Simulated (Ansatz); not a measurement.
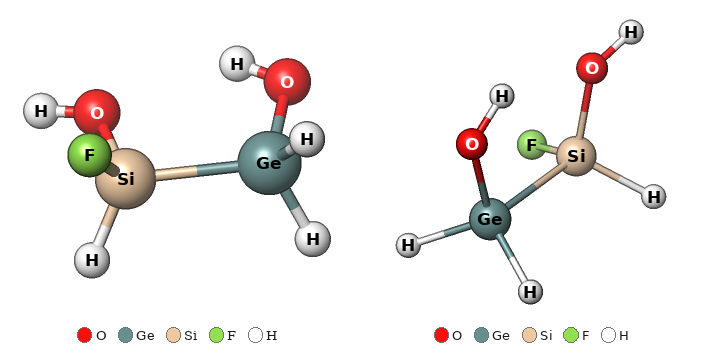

Both panels show the same species.

What does the picture show?

It has 10 atoms: 1 fluorine, 1 germanium, 5 hydrogen, 2 oxygen and 1 silicon (FGeH₅O₂Si). Its SMILES string is `[OH][GeH2][Si@H](O)F`. Among its groups: Si–H bond, Si–O bond. This geometry has C1 symmetry. Coordination: 2 O bent; 1 Ge tetrahedral; 1 Si tetrahedral.

More results for the same structure follow; atom numbers are the same in all pictures, views and colours differ. The geometry was computed by an optimisation with PBE0-D4/def2-TZVP.

## Vibrations

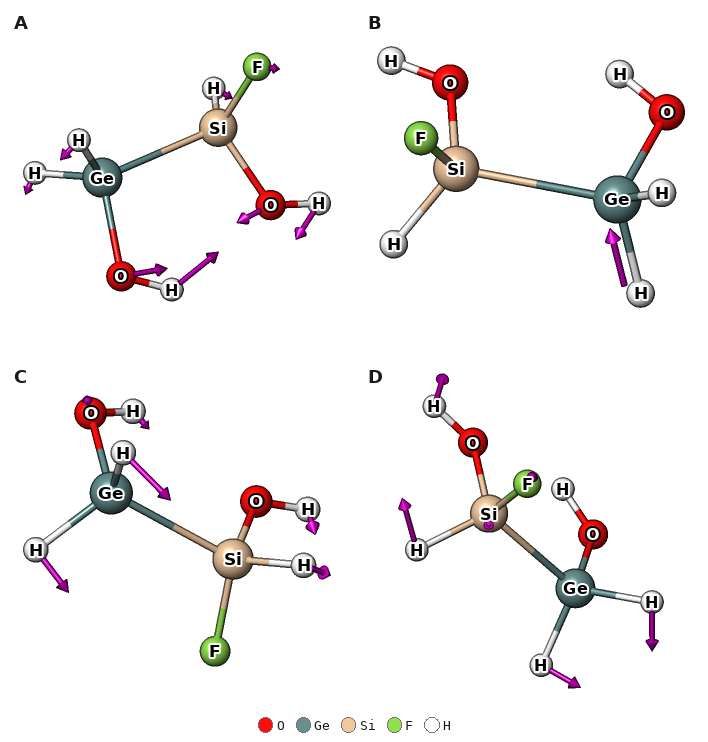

4 normal modes of one molecule or complex, as arrows. Harmonic vibrations computed with RKS PBE0-D4/def2-TZVP (Ansatz 0.2.0) at a stationary point of the same level.

Match the panels to the wavenumbers 106 cm⁻¹, 744 cm⁻¹, 906 cm⁻¹, 2135 cm⁻¹.

A: 106 cm⁻¹
B: 2135 cm⁻¹, Ge–H stretching
C: 744 cm⁻¹, angle bending
D: 906 cm⁻¹

## Charges

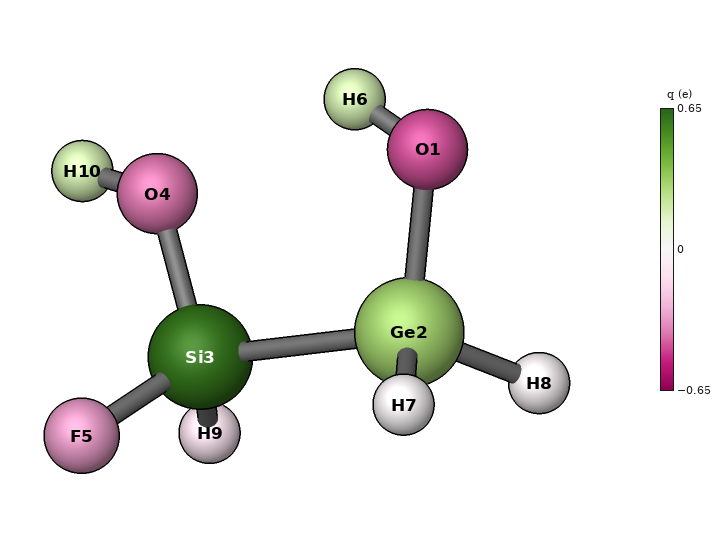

Atoms are coloured by their Mulliken charges. Method: RKS B3LYP-D4/def2-TZVPP (Ansatz 0.2.0).

Which atom carries the highest charge (most positive or least negative)?

Si3 (0.60 e).

And the lowest?

O1 (−0.44 e).

List the Mulliken charges.

```csv
atom,value (e)
O1,−0.44
Ge2,0.30
Si3,0.60
O4,−0.39
F5,−0.31
H6,0.19
H7,−0.02
H8,−0.03
H9,−0.10
H10,0.19
```

## Dipole moment

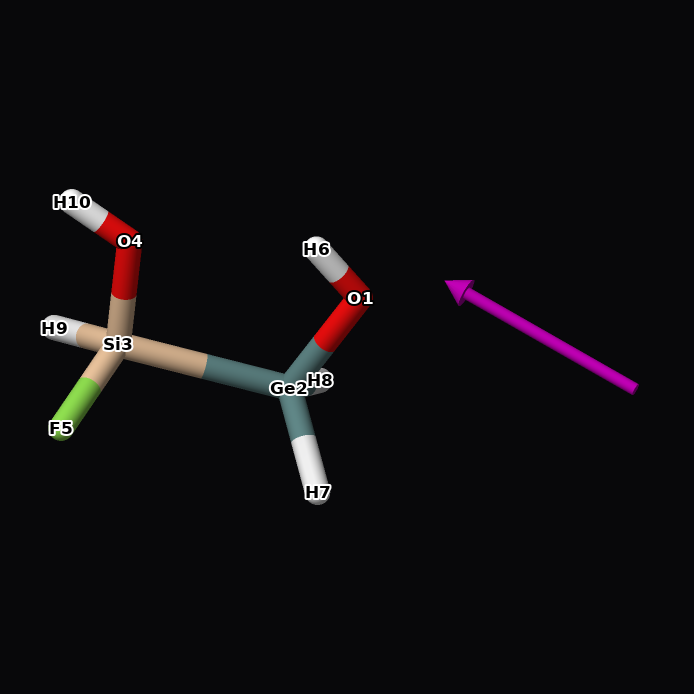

The arrow beside the molecule shows the direction of the dipole moment, from the negative to the positive end (its length means nothing). Level of theory: RKS r2SCAN-D4/def2-TZVPP (Ansatz 0.2.0).

Estimate the dipole moment.

2.69 D; it points from the side of H7 to the side of H10 (the outermost atoms at the two ends).

Mulliken values depend strongly on the basis set and can even reverse the polarity of a bond.
